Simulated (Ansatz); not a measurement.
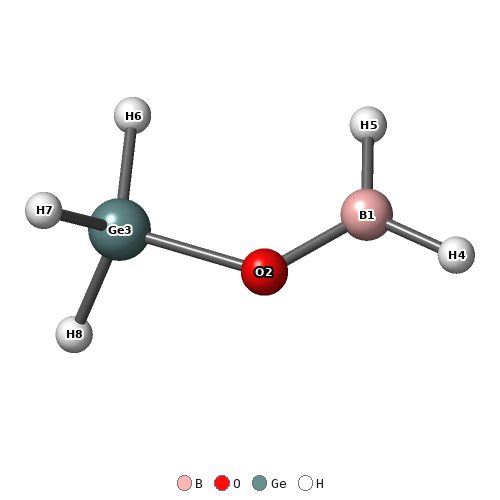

The system is BGeH5O, SMILES B[O][GeH3]; the picture shows the reference structure. First axis: dihedral H4–B1–O2–Ge3. Second axis: dihedral B1–O2–Ge3–H6. Nothing is relaxed (all other coordinates rigid). The grid has 10 × 9 points; 89 points were computed and 1 follow by symmetry. Points are written as (first, second). All energies are given in kJ/mol relative to the lowest grid point. All numbers below come from Ansatz, RKS PBE0-D4/def2-TZVP.

Its coordinates:

| atom | x (Å) | y (Å) | z (Å) |
| --- | --- | --- | --- |
| B | -0.7135 | 0.8781 | -1.0945 |
| O | -0.2048 | -0.3174 | -0.7633 |
| Ge | 0.5580 | -0.7503 | 0.8058 |
| H | -1.1898 | 1.0011 | -2.1902 |
| H | -0.6915 | 1.7987 | -0.3133 |
| H | 0.5263 | 0.4885 | 1.7118 |
| H | 1.9874 | -1.1911 | 0.4716 |
| H | -0.2720 | -1.9076 | 1.3720 |

Range: dihedral H4–B1–O2–Ge3 from −180 to 144°; dihedral B1–O2–Ge3–H6 from −90.0 to 90.0°.

### Predict the map.

The lowest grid point is at (−180°, 0.0°). Other grid points that lie below all their neighbours: (0°, 0.0°) (1.2 kJ/mol higher). The highest grid point, (−72°, −22.5°), lies 32.2 kJ/mol above the lowest.

```tsv
dihedral B1–O2–Ge3–H6 ↓, dihedral H4–B1–O2–Ge3 →	−180	−144	−108	−72	−36	0	36	72	108	144
90.0	1.3	11.0	30.3	31.7	13.9	2.4	11.8	30.6	31.3	13.0
67.5	1.9	11.7	29.6	30.2	13.0	3.1	12.5	29.9	29.8	12.1
45.0	1.6	12.9	30.6	29.6	11.6	2.8	13.8	30.9	29.3	10.7
22.5	0.6	12.9	31.8	30.7	11.3	1.7	13.9	32.2	30.4	10.4
0.0	0.0	11.6	31.8	32.1	12.6	1.2	12.6	32.1	31.8	11.6
−22.5	0.6	10.4	30.4	32.2	13.9	1.7	11.3	30.7	31.8	12.9
−45.0	1.6	10.7	29.3	30.9	13.8	2.8	11.6	29.6	30.6	12.9
−67.5	1.9	12.1	29.8	29.9	12.5	3.1	13.0	30.2	29.6	11.7
−90.0	1.3	13.0	31.3	30.6	11.8	2.4	13.9	31.7	30.3	11.0
```

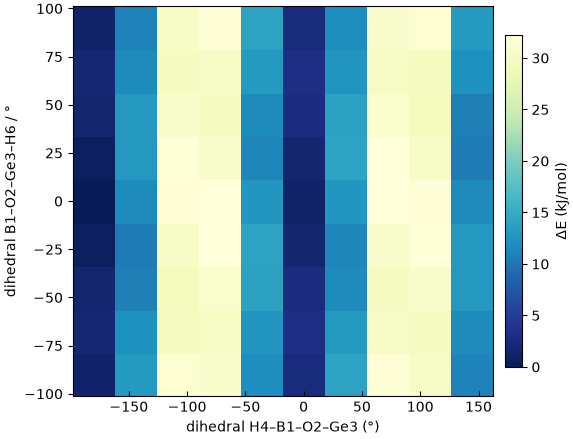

The picture shows one coloured cell a grid point.

Time for the 89 points that were run: 6.5 min on 1 thread of Arm Neoverse V2, with other jobs on the host.
